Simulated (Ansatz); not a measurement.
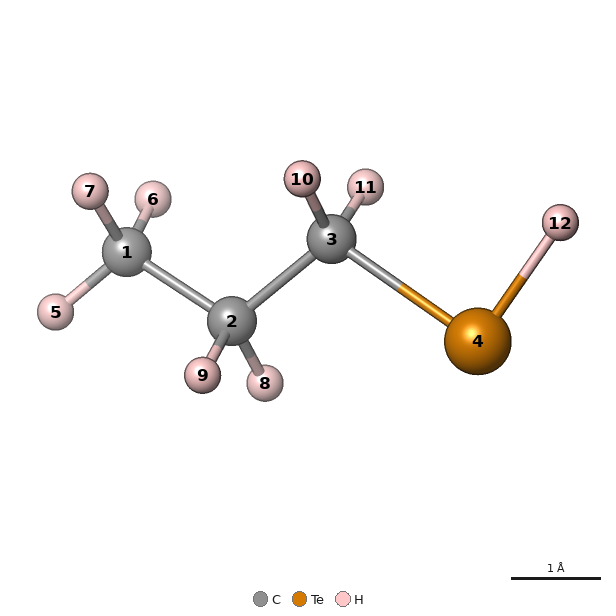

Orthographic view. Distant atoms are faded towards the background colour. The geometry was computed by an optimisation with PBE0-D4/def2-TZVP. No frequency run is at hand to confirm it as a minimum.

Give the geometry as a Z-matrix, atoms in numerical order, with these reference atoms: 2 to 1; 3 to 2, 1; 4 to 3, 2, 1; 5 to 1, 2, 3; 6 to 1, 5, 2; 7 to 1, 5, 6; 8 to 2, 3, 4; 9 to 2, 8, 3; 10 to 3, 2, 8; 11 to 3, 10, 2; 12 to 4, 3, 10.

```
C  
C    1   1.521
C    2   1.516   1   111.8
Te   3   2.156   2   110.2   1   179.9
H    1   1.092   2   111.2   3   180.0
H    1   1.093   5   107.8   2   122.0
H    1   1.093   5   107.8   6   116.0
H    2   1.095   3   109.7   4   -58.4
H    2   1.095   8   106.4   3  -118.6
H    3   1.090   2   111.3   8  -177.4
H    3   1.090  10   109.1   2   123.2
H    4   1.658   3    93.9  10   -58.9
```
